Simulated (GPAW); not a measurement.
**C3H3O+ (SMILES C=CC#[O+]): levels of theory compared**

Aim: a comparison of 4 runs (OLYP/real-space grid, PBE/real-space grid, BLYP-TS/dz(dzp), PBE/dzp) of C3H3O+. 

The results are computed with GPAW 26.7.0.

3 further runs of the same task are left out: 2 that didn't finish, 1 set aside as unsound or not needed.

## (1) The molecule

The species is C3H3O+ (7 atoms), meant as a singlet with charge +1. SMILES: `C=CC#[O+]`. The shape is that of a GFN2-xTB optimisation.

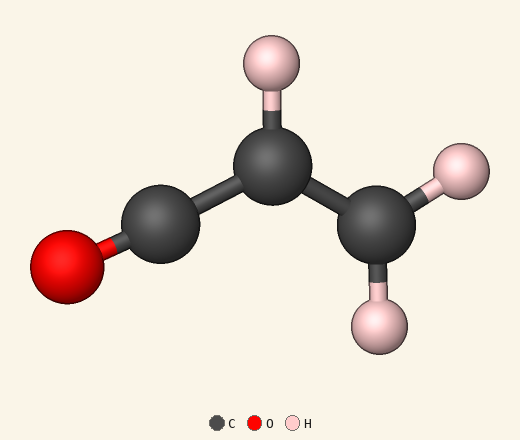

Viewed from a chosen angle; carbon dark grey, oxygen red, hydrogen pink.

## (2) The solvation energy at OLYP/real-space grid (scalar-relativistic datasets, Held-Walter continuum water) (run 1)

Contents of c3h3o.xyz:

```xyz
7

C     -0.510970     0.852230    -0.369880
C      0.398880     0.045820     0.211830
C      0.302310    -1.315390     0.305810
O      0.272130    -2.426820     0.409330
H     -1.418210     0.475480    -0.823100
H     -0.354050     1.922430    -0.398750
H      1.309920     0.446250     0.664760
```

Contents of run.py:

```python
from ase.io import read
from ase.units import kcal, mol
from gpaw import GPAW, setup_paths
from gpaw.atom.configurations import parameters
from gpaw.atom.generator import Generator
from gpaw.solvation import SolvationGPAW, get_HW14_water_kwargs

atoms = read('c3h3o.xyz')
atoms.center(vacuum=4.5)

for symbol in ['C', 'H', 'O']:
    Generator(symbol, xcname='GGA_X_OPTX+GGA_C_LYP', scalarrel=True, nofiles=True, txt=None).run(**parameters[symbol])
setup_paths.insert(0, '.')

calc = GPAW(mode='fd',
            charge=1,
            maxiter=100,
            legacy_gpaw=True,
            xc='GGA_X_OPTX+GGA_C_LYP',
            h=0.2,
            txt='-')
atoms.calc = calc
e_gas = atoms.get_potential_energy()

solvent = get_HW14_water_kwargs()
calc = SolvationGPAW(mode='fd',
                     h=0.2,
                     xc='GGA_X_OPTX+GGA_C_LYP',
                     charge=1,
                     maxiter=100,
                     txt='-',
                     **solvent)
atoms.calc = calc
e_sol = atoms.get_potential_energy()
dg = (e_sol - e_gas) / (kcal / mol)
print(f'Solvation free energy: {dg:.2f} kcal/mol')
```

Run with:

```
$ python run.py
```

The log of the run:

```text
[...]
    cutoffs:
[...]
  Total Charge: 1.000000
[...]
Number of atoms: 7
[...]
Number of bands in calculation: 16
Number of valence electrons: 20
[...]
iter:   1 hh:mm:ss   -40.753307
[...]
Converged after 22 iterations.
Dipole moment: (5.987358, 6.787825, 5.376673) |e|*Ang
[...]
Fermi level: -12.28601
[...]
      Finite-difference x-derivative with O(h^6) error (6 points)
      Finite-difference y-derivative with O(h^6) error (6 points)
      Finite-difference z-derivative with O(h^6) error (6 points)
    Max iterations: 1000
[...]
iter:  22 hh:mm:ss   -37.574576c  -7.45c -5.35c
Converged after 22 iterations.
Dipole moment: (6.001724, 6.862046, 5.375548) |e|*Ang
Energy contributions relative to reference atoms: (reference = -5167.120435)
Kinetic:        +42.965100
Potential:      -51.364721
External:        +0.000000
XC:             -30.287978
Entropy (-ST):   +0.000000
Local:           +0.990998
Interactions
 surf:           +0.122025
--------------------------
Free energy:    -37.574576
Extrapolated:   -37.574576
Solvation cavity surface area: 106.25323
[...]
 Band  Eigenvalues  Occupancy
    0    -30.93305    2.00000
    1    -21.93453    2.00000
    2    -18.01809    2.00000
    3    -14.73924    2.00000
    4    -13.94961    2.00000
    5    -13.28440    2.00000
    6    -13.22289    2.00000
    7    -11.91346    2.00000
    8    -10.36519    2.00000
    9     -8.75574    2.00000
   10     -4.35105    0.00000
   11     -3.27725    0.00000
   12     -0.68948    0.00000
   13     -0.16344    0.00000
[...]
Fermi level: -6.55339
Gap: 4.405 eV
Transition (v -> c):
  (s=0, k=0, n=9, [0.00, 0.00, 0.00]) -> (s=0, k=0, n=10, [0.00, 0.00, 0.00])
No difference between direct/indirect transitions
Solvation free energy: -68.59 kcal/mol
```

It took 88 s on 1 thread of Arm Neoverse V2, shared host; peak memory 0.92 GiB.

## (3) Energy and one-electron properties at PBE/real-space grid (scalar-relativistic datasets) (run 2)

Contents of C3H3O.xyz:

```xyz
7

C     -0.510970     0.852230    -0.369880
C      0.398880     0.045820     0.211830
C      0.302310    -1.315390     0.305810
O      0.272130    -2.426820     0.409330
H     -1.418210     0.475480    -0.823100
H     -0.354050     1.922430    -0.398750
H      1.309920     0.446250     0.664760
```

Contents of calc.py:

```python
from ase.io import read
from gpaw import GPAW

atoms = read('C3H3O.xyz')
atoms.center(vacuum=4.5)

dft = GPAW(mode='fd', xc='PBE', maxiter=150, charge=1, h=0.18, txt='-')
atoms.calc = dft

energy = atoms.get_potential_energy()
print(f'Energy: {energy:.5f} eV')
forces = atoms.get_forces()
print('Forces (eV/Ang)')
for symbol, f in zip(atoms.symbols, forces):
    print(f'{symbol:2} {f[0]:9.4f} {f[1]:9.4f} {f[2]:9.4f}')
homo, lumo = dft.get_homo_lumo()
print(f'HOMO = {homo:.3f} eV')
print(f'LUMO                    {lumo:.3f} eV')
print(f'Gap = {lumo - homo:.3f} eV')
```

Run with:

```
$ OMP_NUM_THREADS=1 python calc.py
```

The log of the run:

```text
[...]
Number of symmetries: 1
[...]
  Number of IBZ points: 1
[...]
Spin-components: 1 (collinear spins)
Bands:           16
[...]
  Valence electrons: 21.0
[...]
  Grid points: [64 76 60]
  Charge: 1.0  # |e|
[...]
    cutoffs:
[...]
occupation numbers:
  # Zero width
[...]
xc functional:
  name: PBE with 2 nearest neighbor stencil
[...]
|iter     |     time |      energy | eigst |  dens |
[...]
|iter:   1| 00:00:03 |  -42.315036 | +1.40 |       |
[...]
|iter:  15| 00:00:21 |  -35.682289c| -7.75c| -5.97c|
Converged in 15 steps
[...]
Energy contributions relative to reference atoms: (reference = -5161.207134)
Energy contributions:
  Kinetic:          42.173478
  Coulomb:         -47.314632
  Zero:              0.691134
  External:          0.000000
  Xc:              -31.232269
  Entropy:           0.000000
  Spinorbit:         0.000000
  ----------------------------
  Free energy:     -35.682289
  Extrapolated:    -35.682289
dipole moment: (5.989822, 6.781724, 5.378647)  # |e|*Ang
Fermi level: -12.439
Eigenvalues  # (at kpt = [0.000, 0.000, 0.000])
| band index |      eig [eV] | occ [0-2] |
|------------|---------------|-----------|
|          0 |       -36.461 |     2.000 |
|        ... |               |           |
|          2 |       -23.791 |     2.000 |
|          3 |       -20.330 |     2.000 |
|          4 |       -19.711 |     2.000 |
|          5 |       -19.024 |     2.000 |
|          6 |       -19.012 |     2.000 |
|          7 |       -17.724 |     2.000 |
|          8 |       -16.252 |     2.000 |
|          9 |       -14.657 |     2.000 |
|         10 |       -10.221 |     0.000 |
|         11 |        -9.165 |     0.000 |
[...]
Gap: 4.436 eV
Transition (v -> c):
[...]
Forces (eV/Ang)
C    -0.2911   -0.2080   -0.1338
C     0.5188    0.9711    0.1811
C    -0.2041    1.2589   -0.2451
O    -0.0768   -2.1836    0.2147
H    -0.2831   -0.1500   -0.1343
H     0.1377    0.2998    0.0478
H     0.1706    0.0120    0.0924
HOMO = -14.657 eV
LUMO                    -10.221 eV
Gap = 4.436 eV
```

Run time: 22 s. Hardware: 1 thread of Arm Neoverse V2, shared host; peak memory 0.81 GiB.

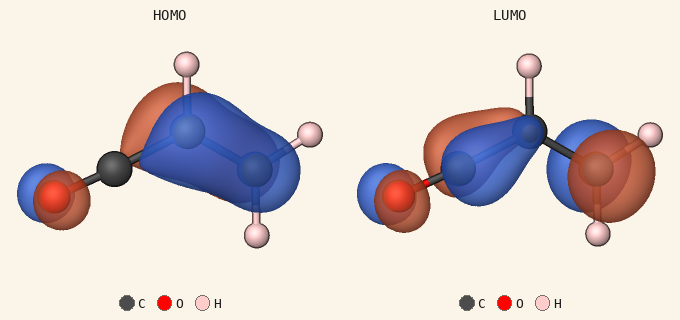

Frontier orbitals of this run, surfaces at ±0.2 Å^-3/2.

## (4) The charge distribution at BLYP-TS/dz(dzp) (scalar-relativistic datasets) (run 3)

c3h3o.xyz is that of step 2.

Contents of sp.py:

```python
from ase.calculators.vdwcorrection import vdWTkatchenko09prl
from ase.io import read
from gpaw import GPAW, setup_paths
from gpaw.analyse.hirshfeld import HirshfeldPartitioning
from gpaw.analyse.vdwradii import vdWradii
from gpaw.atom.configurations import parameters
from gpaw.atom.generator import Generator
from gpaw.mpi import world

# Geometry
system = read('c3h3o.xyz')
system.set_cell([14.0, 14.0, 14.0])
system.center()

# PAW datasets for this functional
for symbol in ['C', 'H', 'O']:
    Generator(symbol, xcname='BLYP', scalarrel=True, nofiles=True, txt=None).run(**parameters[symbol])
setup_paths.insert(0, '.')

# Calculator
calc = GPAW(mode='lcao',
            basis='dz(dzp)',
            h=0.2,
            xc='BLYP',
            charge=1,
            maxiter=100,
            poissonsolver={'name': 'fd'},
            legacy_gpaw=True,
            txt='-')
system.calc = vdWTkatchenko09prl(HirshfeldPartitioning(calc), vdWradii(system.get_chemical_symbols(), 'PBE', world=world))

energy = system.get_potential_energy()
print(f'Energy: {energy:.5f} eV')
forces = system.get_forces()
print('Forces (eV/Ang)')
for symbol, f in zip(system.symbols, forces):
    print(f'{symbol:2} {f[0]:9.4f} {f[1]:9.4f} {f[2]:9.4f}')
hirshfeld = HirshfeldPartitioning(calc)
charges = hirshfeld.get_charges()
volumes = hirshfeld.get_effective_volume_ratios()
for symbol, q, v in zip(system.symbols, charges, volumes):
    print(f'{symbol:2} charge {q:7.3f}  volume ratio {v:6.3f}')
```

Run with:

```
$ python sp.py
```

The log of the run:

```text
[...]
    cutoffs:
[...]
  Total Charge: 1.000000
[...]
Number of atoms: 7
[...]
Number of bands in calculation: 16
Number of valence electrons: 20
[...]
iter:   1 hh:mm:ss   -33.179388        c
[...]
iter:  10 hh:mm:ss   -29.311336c       c -4.17c
Converged after 10 iterations.
Dipole moment: (7.128104, 7.056355, 7.140747) |e|*Ang
Energy contributions relative to reference atoms: (reference = -5167.967867)
Kinetic:        +28.820654
Potential:      -31.609292
External:        +0.000000
XC:             -27.222925
Entropy (-ST):   +0.000000
Local:           +0.700226
SIC:             +0.000000
--------------------------
Free energy:    -29.311336
Extrapolated:   -29.311336
 Band  Eigenvalues  Occupancy
    0    -37.68354    2.00000
    1    -27.82913    2.00000
    2    -23.85595    2.00000
    3    -20.26577    2.00000
    4    -19.61212    2.00000
    5    -19.31243    2.00000
    6    -19.07366    2.00000
    7    -17.80344    2.00000
    8    -16.29516    2.00000
    9    -14.54030    2.00000
   10    -10.11867    0.00000
   11     -9.26524    0.00000
   12     -5.75458    0.00000
   13     -3.74649    0.00000
[...]
Fermi level: -12.32948
Gap: 4.422 eV
Transition (v -> c):
[...]
Forces (eV/Ang)
C    -0.4047    0.0180   -0.2198
C     0.7915    0.8239    0.3332
C    -0.0784    5.7545   -0.6782
O    -0.2836   -7.4144    0.7702
H    -0.8103   -0.3137   -0.4193
H     0.1978    0.8630   -0.0034
H     0.5086    0.2363    0.2612
C  charge   0.132  volume ratio  0.782
C  charge   0.044  volume ratio  0.821
C  charge   0.375  volume ratio  0.771
O  charge   0.110  volume ratio  0.866
H  charge   0.104  volume ratio  0.586
H  charge   0.115  volume ratio  0.571
H  charge   0.120  volume ratio  0.599
```

Wall time 38 s (1 thread of Arm Neoverse V2, shared host); peak memory 0.88 GiB.

Atomic charges (e):

```csv
atom,Hirshfeld
C1,+0.132
C2,+0.044
C3,+0.375
O4,+0.110
H5,+0.104
H6,+0.115
H7,+0.120
```

## (5) Energy and one-electron properties at PBE/dzp (scalar-relativistic datasets) (run 4)

Contents of run.xyz:

```xyz
7

C     -0.510970     0.852230    -0.369880
C      0.398880     0.045820     0.211830
C      0.302310    -1.315390     0.305810
O      0.272130    -2.426820     0.409330
H     -1.418210     0.475480    -0.823100
H     -0.354050     1.922430    -0.398750
H      1.309920     0.446250     0.664760
```

Contents of run_sp.py:

```python
from ase.io import read
from gpaw import GPAW

mol = read('run.xyz')
mol.center(vacuum=4.5)

calc = GPAW(mode='lcao', basis='dzp', xc='PBE', maxiter=150, charge=1, h=0.18, txt='-')
mol.calc = calc

energy = mol.get_potential_energy()
print(f'Energy                  {energy:.5f} eV')
forces = mol.get_forces()
print('Forces (eV/Ang)')
for symbol, f in zip(mol.symbols, forces):
    print(f'{symbol:2} {f[0]:9.4f} {f[1]:9.4f} {f[2]:9.4f}')
homo, lumo = calc.get_homo_lumo()
print(f'HOMO = {homo:.3f} eV')
print(f'LUMO: {lumo:.3f} eV')
print(f'Gap: {lumo - homo:.3f} eV')
```

Run with:

```
$ OMP_NUM_THREADS=1 python run_sp.py
```

The log of the run:

```text
[...]
Number of symmetries: 1
[...]
  Number of IBZ points: 1
[...]
basis functions: 67
Spin-components: 1 (collinear spins)
Bands:           16
[...]
  Valence electrons: 21.0
[...]
  Grid points: [64 76 60]
  Charge: 1.0  # |e|
[...]
    cutoffs:
[...]
occupation numbers:
  # Zero width
[...]
xc functional:
  name: PBE with 2 nearest neighbor stencil
[...]
|iter     |     time |      energy | eigst |  dens |
[...]
|iter:   1| 00:00:04 |  -36.994587 |      c|       |
[...]
|iter:  10| 00:00:10 |  -33.438674c|      c| -4.19c|
Converged in 10 steps
[...]
Energy contributions relative to reference atoms: (reference = -5161.207134)
Energy contributions:
  Kinetic:          26.558119
  Coulomb:         -30.618004
  Zero:              0.352140
  External:          0.000000
  Xc:              -29.730929
  Entropy:           0.000000
  Spinorbit:         0.000000
  ----------------------------
  Free energy:     -33.438674
  Extrapolated:    -33.438674
dipole moment: (5.988725, 6.718228, 5.384608)  # |e|*Ang
Fermi level: -12.434
Eigenvalues  # (at kpt = [0.000, 0.000, 0.000])
| band index |      eig [eV] | occ [0-2] |
|------------|---------------|-----------|
|          0 |       -36.762 |     2.000 |
|        ... |               |           |
|          2 |       -23.899 |     2.000 |
|          3 |       -20.395 |     2.000 |
|          4 |       -19.746 |     2.000 |
|          5 |       -19.065 |     2.000 |
|          6 |       -19.048 |     2.000 |
|          7 |       -17.754 |     2.000 |
|          8 |       -16.279 |     2.000 |
|          9 |       -14.645 |     2.000 |
|         10 |       -10.223 |     0.000 |
|         11 |        -9.186 |     0.000 |
[...]
Gap: 4.422 eV
Transition (v -> c):
[...]
Forces (eV/Ang)
C    -0.3723   -0.1323   -0.1724
C     0.5779    1.1143    0.1821
C    -0.2000    2.7306   -0.4115
O    -0.0929   -4.5859    0.4012
H    -0.8469   -0.4063   -0.4180
H     0.2538    0.9754    0.0372
H     0.7068    0.2484    0.3619
HOMO = -14.645 eV
LUMO: -10.223 eV
Gap: 4.422 eV
```

Run time: 10 s. Hardware: 1 thread of Arm Neoverse V2, shared host; peak memory 0.76 GiB.

## (6) All runs side by side

```csv
run,level,task,grid spacing,energy (Eh),HOMO energy (eV),LUMO energy (eV),HOMO–LUMO gap (eV),wall time
1,"OLYP/real-space grid (scalar-relativistic datasets, Held-Walter continuum water)",solvation,0.2,-191.269014,-8.76,-4.35,4.40,88 s
2,PBE/real-space grid (scalar-relativistic datasets),properties,0.18,-190.982164,-14.66,-10.22,4.44,22 s
3,BLYP-TS/dz(dzp) (scalar-relativistic datasets),properties,0.2,-191.009593,-14.54,-10.12,4.42,38 s
4,PBE/dzp (scalar-relativistic datasets),properties,0.18,-190.899712,-14.64,-10.22,4.42,10 s
```

## (7) What came out

```
                                                     quantity        value
run 4: energy as printed (from the program's reference atoms)  -33.4387 eV
                                           run 4: HOMO energy    -14.64 eV
                                           run 4: LUMO energy    -10.22 eV
                                         run 4: HOMO–LUMO gap      4.42 eV
                              run 4: largest force on an atom   4.604 eV/Å
```

The HOMO–LUMO gap runs from 4.40 eV (OLYP/real-space grid) to 4.44 eV (PBE/real-space grid). The two ends differ in method and solvent. Totals of different functionals can't be ranked against each other. All runs together took 2.6 min, the longest 88 s.
